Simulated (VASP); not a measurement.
Band structure of Mg$_{3}$SrO$_{4}$ (ordered alloy cell). Calculation: PBE GGA, VASP's PBE PAW potentials (set 64) (plane waves; VASP).

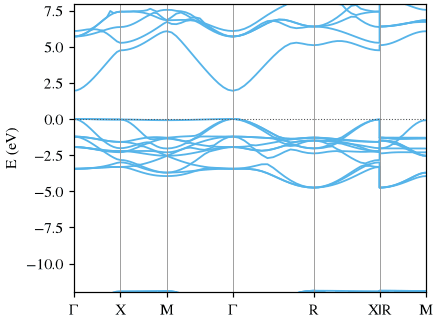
Figure. Bands along high-symmetry lines, zero at the valence-band maximum or, without a gap, the Fermi level

Question: Read the plot: is there a gap, and where are the band edges?

Answer: The gap is direct, 1.95 eV, from the valence maximum at Γ to the conduction minimum at Γ. (Edges off the drawn lines would not show.)

The structure was generated: Mg3SrO4 was put into an ordered model structure (Pm-3m), which need not be its known phase. It was relaxed first, which changed the volume by +11 %.
